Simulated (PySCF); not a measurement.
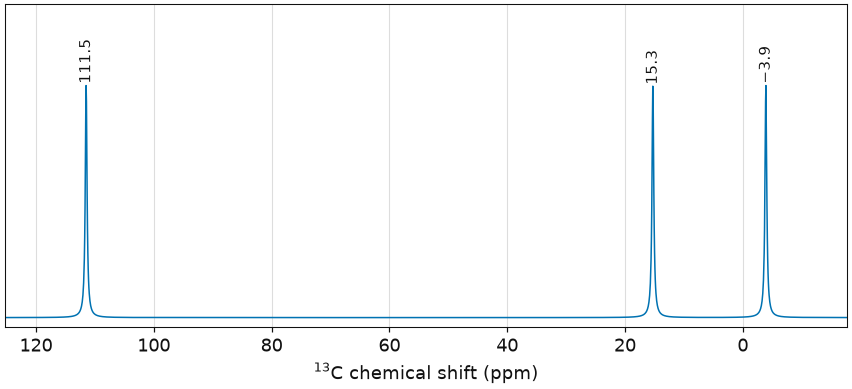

GIAO shifts, KT2/pcSseg-1 in PySCF 2.14.0, at a PBE0-D3(BJ)/def2-SVP geometry (no frequency check), against TMS for ¹³C computed at the same level. Gas phase, fully decoupled, line heights follow the number of nuclei, widths are arbitrary (no quadrupolar broadening); values of one conformer, averaged over methyl-type rotors and exact or near symmetry; other conformers aren't averaged in.

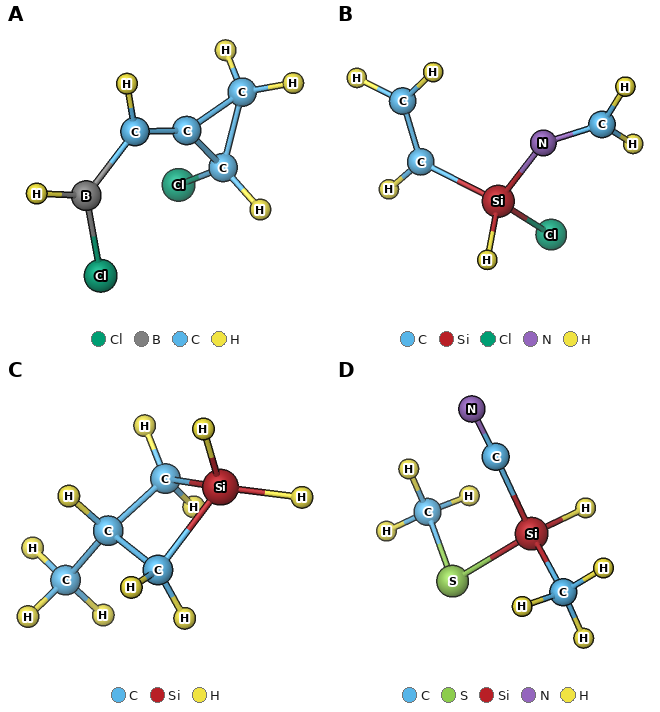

### Which structure fits the spectrum? The candidates are drawn in the second picture.

Structure D, C₃H₇NSSi, SMILES CS[Si@H](C)C#N. Its ¹³C signals: 111.5 (1 C), 15.3 (1 C), −3.9 (1 C) ppm.
